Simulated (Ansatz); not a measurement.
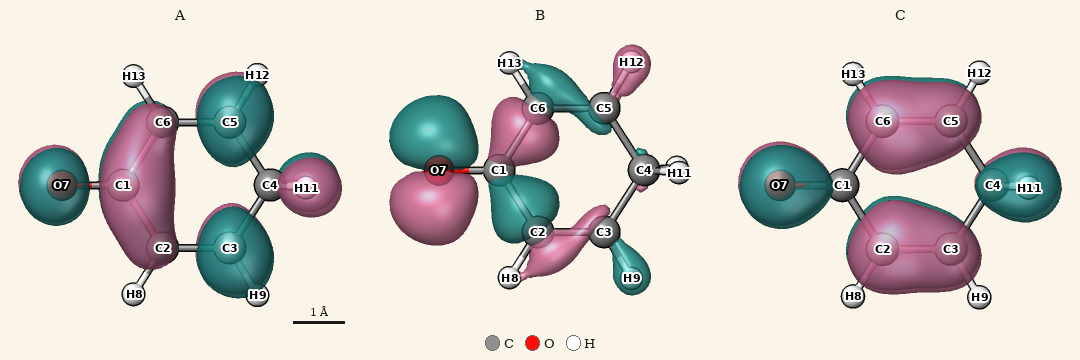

*C6H6O (SMILES O=C1C=CCC=C1). Three frontier orbitals at ±0.1 Å⁻³ᐟ² (teal and pink are the two phases), in no order.*

Geometry: B3LYP-D3(BJ)/def2-SVP.

Method: isolated molecule in a Gaussian basis; Kohn-Sham density functional theory, functional PBE0 in Ansatz.

The calculation's input:

```
crystal:
  periodic: [false, false, false]
  atoms:
    - symbol: C
      position_ang: [-1.166448, -1.253936, -0.269634]
    - symbol: C
      position_ang: [0.294687, -1.397890, -0.062951]
    - symbol: C
      position_ang: [1.115321, -0.335255, -0.001516]
    - symbol: C
      position_ang: [0.627444, 1.072010, -0.135449]
    - symbol: C
      position_ang: [-0.847874, 1.198667, -0.344629]
    - symbol: C
      position_ang: [-1.667175, 0.134986, -0.405801]
    - symbol: O
      position_ang: [-1.911769, -2.220097, -0.324402]
    - symbol: H
      position_ang: [0.663338, -2.421775, 0.036410]
    - symbol: H
      position_ang: [2.190121, -0.477594, 0.152351]
    - symbol: H
      position_ang: [1.164914, 1.574211, -0.965024]
    - symbol: H
      position_ang: [0.927105, 1.655582, 0.758429]
    - symbol: H
      position_ang: [-1.251302, 2.211326, -0.449034]
    - symbol: H
      position_ang: [-2.744000, 0.240490, -0.558903]
basis:
  gaussian:
    orbitals: def2-SVPD
total_charge: 0
output: {forces: true, orbitals: {seedname: orbitals}}
hamiltonian:
  xc: pbe0
```

Launched as:

```sh
ansatz run input.yaml --threads 2 --pin off --max-ram 4350MiB --events-out events.jsonl --progress --plain --runs-dir runs
```

> Which picture is the HOMO−1, the HOMO and the LUMO?

C is the HOMO−1 (−7.87 eV). By Hirshfeld shares it lies mainly on O7 (about 25 %), C2 (about 15 %), C6 (about 15 %), C3 (about 10 %), C5 (about 10 %) and C4 (about 5 %). B is the HOMO (−7.20 eV). It lies mainly on O7 (about 65 %), C1 (about 10 %), C6 (about 10 %) and C2 (about 10 %). A is the LUMO (−1.79 eV). It lies mainly on C1 (about 20 %), O7 (about 20 %), C5 (about 15 %), C3 (about 15 %), C6 (about 10 %) and C2 (about 10 %).

> What is the HOMO–LUMO gap?

5.41 eV between the orbital energies.
